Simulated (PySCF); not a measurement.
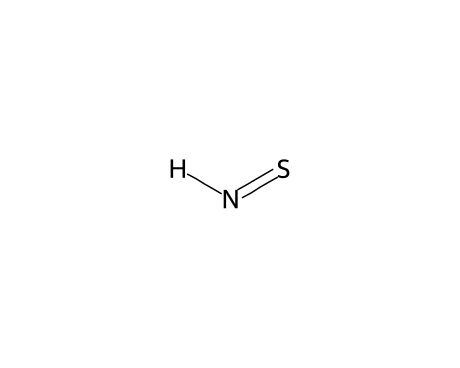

The drawing above gives the connectivity. The geometry was computed by an optimisation with PBE0-D3(BJ)/def2-SVP. No frequency run is at hand to confirm it as a minimum.

What does the molecule look like in three dimensions?

Formula HNS. Its SMILES string is `N=S`. The point group is Cs. Coordination: 1 N bent.

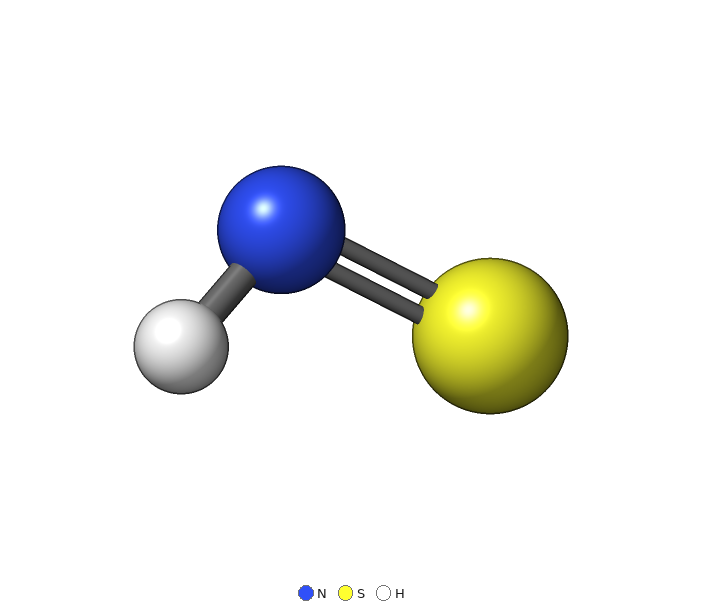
